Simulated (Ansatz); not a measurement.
Cl$_{2}$FH$_{3}$Si$_{2}$ (SMILES F[SiH2][SiH](Cl)Cl)

The calculation's input:

```
crystal:
  periodic: [false, false, false]
  atoms:
    - { symbol: F, position_ang: [-2.0132, 1.125, 0.1025] }
    - { symbol: Si, position_ang: [-0.4543, 1.0322, 0.452] }
    - { symbol: Si, position_ang: [0.5109, -0.8972, -0.3162] }
    - { symbol: Cl, position_ang: [0.4054, -1.0971, -2.3549] }
    - { symbol: Cl, position_ang: [-0.3965, -2.5622, 0.412] }
    - { symbol: H, position_ang: [-0.3537, 1.15, 1.9262] }
    - { symbol: H, position_ang: [0.2104, 2.2143, -0.1466] }
    - { symbol: H, position_ang: [1.9759, -0.9305, 0.025] }
basis:
  gaussian:
    orbitals: def2-SVP
hamiltonian:
  xc: pbe
output:
  orbitals: {}
  forces: true
```

Launched as:

```sh
python run_energy.py
```

Not at a stationary point (largest force 1.5 eV/Å).

Method: Ansatz 0.2.0, SCF PBE, Gaussian basis.

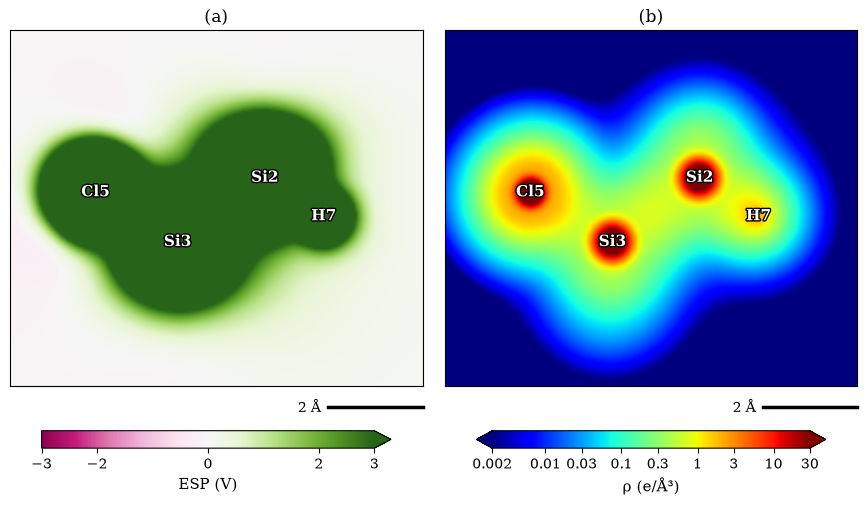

Figure 1. (a) molecular electrostatic potential; (b) electron density on the plane of atoms Si3, Si2 and H7.

What does the map show?

Answer.
- The plane passes through Si, Cl and H nuclei.
- Si–Cl (2.03 Å): ρ at the midpoint is about 0.89 e/Å³.
- Si–Si (2.29 Å): ρ at the midpoint is about 0.71 e/Å³.
- Si–H (1.48 Å): ρ at the midpoint is about 0.78 e/Å³.
- The potential has no marked negative region in this plane.

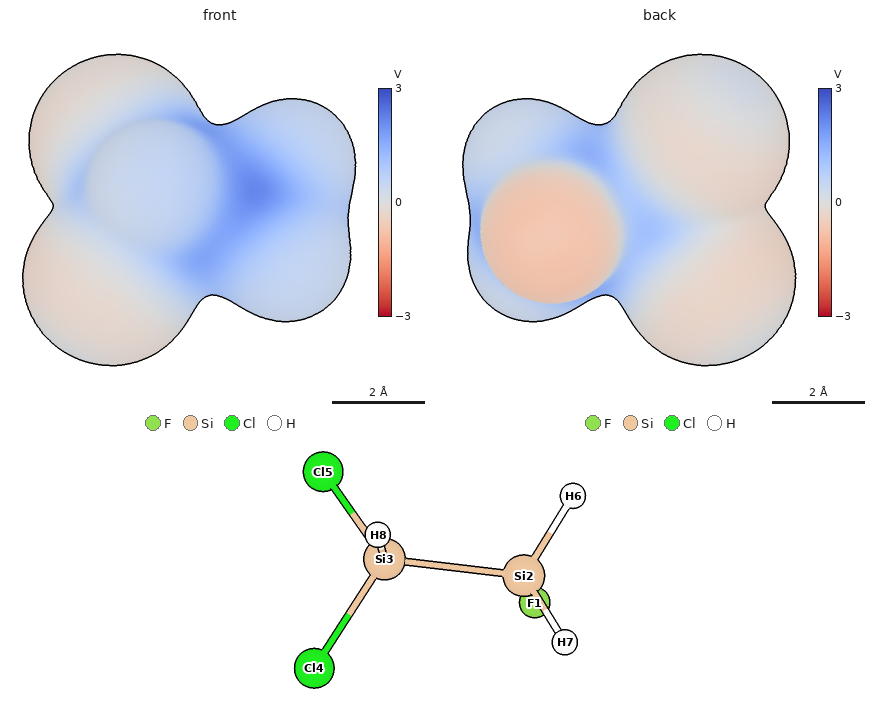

Figure 2. The molecular electrostatic potential painted on the density surface at 0.002 e/bohr³, seen from the front and from behind; red is negative and blue positive. The bare structure is drawn below in the same view.

Which sites attract a positive test charge, and which a negative one?

Answer. A positive charge is drawn to the negative regions and a negative charge to the positive ones. The most negative region (about −0.7 V) lies over F1, the most positive (about +2.1 V) over Si2.

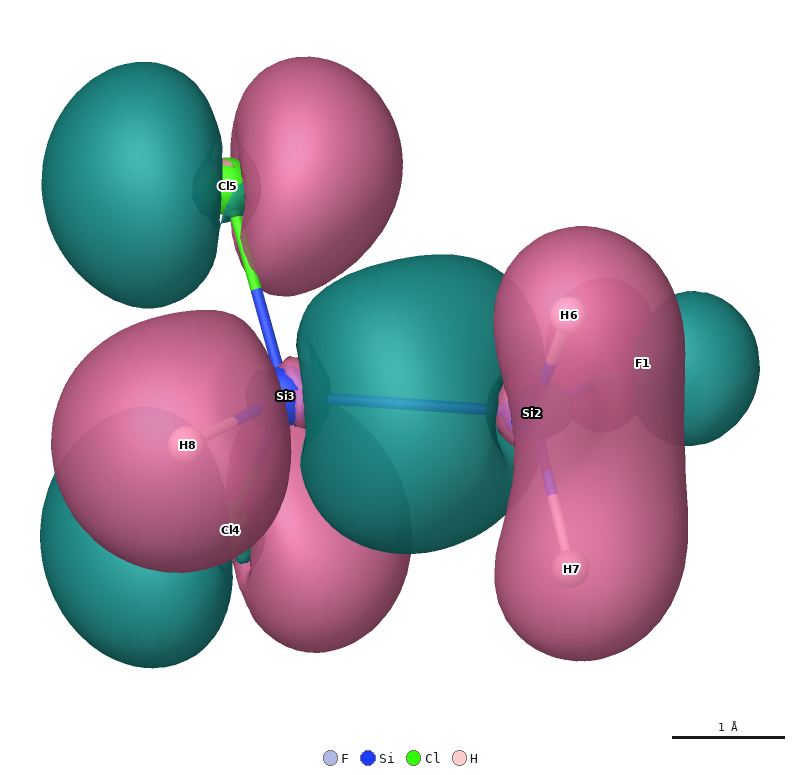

Figure 3. The HOMO at ±0.06 Å⁻³ᐟ² (teal and pink are the two phases), seen at a tilt.

Describe this orbital and give its energy.

Answer. It lies mainly on Cl4 (about 20 %), Si3 (about 20 %), Si2 (about 20 %), Cl5 (about 20 %) and H8 (about 10 %). Its energy is −7.09 eV.
